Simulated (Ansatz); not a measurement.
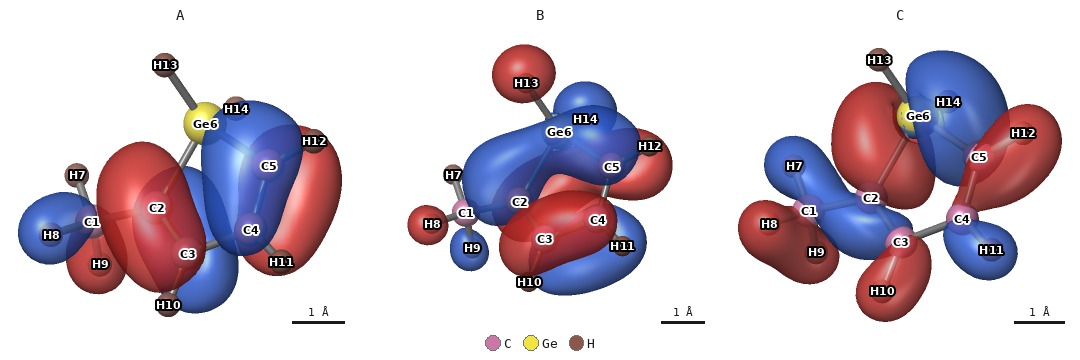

Figure. C5H8Ge (SMILES C[C]1=CC=[CH][GeH2]1). Three frontier orbitals at ±0.08 Å⁻³ᐟ² (blue and red are the two phases), in no order.

The calculation used Ansatz, SCF PBE0, Gaussian basis.

Input

```
crystal:
  periodic: [false, false, false]
  atoms:
    - { symbol: C, position_ang: [2.0699, -0.2042, 0.067] }
    - { symbol: C, position_ang: [0.5794, -0.1422, 0.0035] }
    - { symbol: C, position_ang: [-0.198, -1.1971, -0.2249] }
    - { symbol: C, position_ang: [-1.6412, -0.911, -0.2458] }
    - { symbol: C, position_ang: [-1.9719, 0.3585, -0.0344] }
    - { symbol: Ge, position_ang: [-0.4367, 1.4501, 0.2386] }
    - { symbol: H, position_ang: [2.4865, 0.8045, 0.269] }
    - { symbol: H, position_ang: [2.4719, -0.5718, -0.9003] }
    - { symbol: H, position_ang: [2.3827, -0.8917, 0.8807] }
    - { symbol: H, position_ang: [0.1979, -2.1921, -0.3838] }
    - { symbol: H, position_ang: [-2.3829, -1.6789, -0.4209] }
    - { symbol: H, position_ang: [-2.9927, 0.7163, -0.0213] }
    - { symbol: H, position_ang: [-0.2174, 2.4632, -0.9133] }
    - { symbol: H, position_ang: [-0.3476, 1.9964, 1.686] }
basis:
  gaussian:
    orbitals: def2-SVP
hamiltonian:
  xc: pbe0
output:
  orbitals: {}
```

Question: Which picture is the HOMO−1, the HOMO and the LUMO?

Answer: C is the HOMO−1 (−8.00 eV). It lies mainly on Ge6 (about 25 %), C2 (about 20 %), C5 (about 20 %) and C1 (about 10 %). A is the HOMO (−6.28 eV). It lies mainly on C5 (about 25 %), C2 (about 25 %), C3 (about 20 %) and C4 (about 15 %). B is the LUMO (−1.10 eV). It lies mainly on C2 (about 20 %), C5 (about 20 %), C4 (about 15 %), C3 (about 15 %) and Ge6 (about 10 %).

Question: What is the HOMO–LUMO gap?

Answer: 5.18 eV between the orbital energies.
